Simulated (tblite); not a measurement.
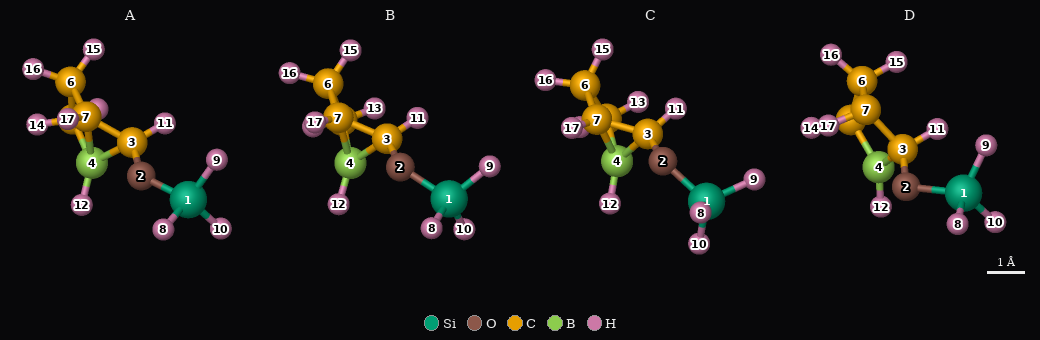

4 geometries from one relaxation of C₄H₁₀BOSi (multiplicity 2), in shuffled order. The picture is a ball-and-stick view, seen from a free direction.

Method: tblite, GFN2-xTB geometry optimisation, gas phase. 

### Put them in the order of the run, from the start to the converged end.

D, A, B, C. They are steps 0, 30, 98, 151, at +29.4 kcal/mol, +4.71 kcal/mol, +0.62 kcal/mol relative to the last. An H atom moves most after the best rigid fit: 1.44 Å. Largest moves by element: H 1.44 Å, O 0.92 Å, C 0.49 Å, B 0.38 Å, Si 0.29 Å. Near-neighbour distances that change, for instance: B–C 2.394 → 1.729 Å, O–Si 1.717 → 1.621 Å, C–C 1.526 → 1.440 Å, B–C 1.591 → 1.673 Å. Bond angles that change, for instance: B–C–C 100.3° → 67.0°, C–C–H 104.5° → 124.2°, Si–O–C 114.2° → 131.3°. The energy falls by 29.4 kcal/mol in 151 geometry steps. The run took 1 s on 1 thread of Arm Neoverse V1, with other jobs on the host.
